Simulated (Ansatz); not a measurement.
Breaking the B1–H2 bond in BF2H (SMILES FBF) (multiplicity 1 held, fragments rigid). Energies count from the point at 1.187 Å.
Geometry at that point (charge 0, multiplicity 1):
```xyz
4

B     -0.2354    -0.3854     0.0819
H     -0.8442    -1.3818     0.2937
F      0.8992    -0.1388     0.7049
F     -0.6746     0.5064    -0.7830
```

Restricted levels (R-, RO-) in cc, def2 and unpolarised 6-31G sets keep to the state of the molecule at rest. U- levels take the lowest unrestricted solution at each point, which mixes spins at long bonds. Active spaces are followed from a long bond inwards. Curves can end on different states.

Cores are frozen in the correlated methods.

The values were computed with Ansatz (Gaussian orbitals). Each number belongs to the level named beside it.

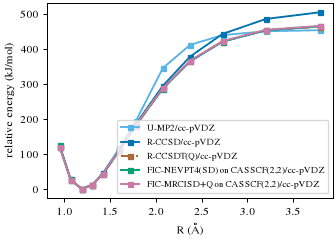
Relative energy along the coordinate

Doubts at one or more of the structures used: a spin-contaminated determinant (U-MP2/cc-pVDZ); a restricted determinant that unrestricted orbitals would lower (R-CCSD/cc-pVDZ, R-CCSDT(Q)/cc-pVDZ); other coupled-cluster roots lie near (R-CCSD/cc-pVDZ, R-CCSDT(Q)/cc-pVDZ).

Ansatz is a quantum-chemistry and plane-wave program.
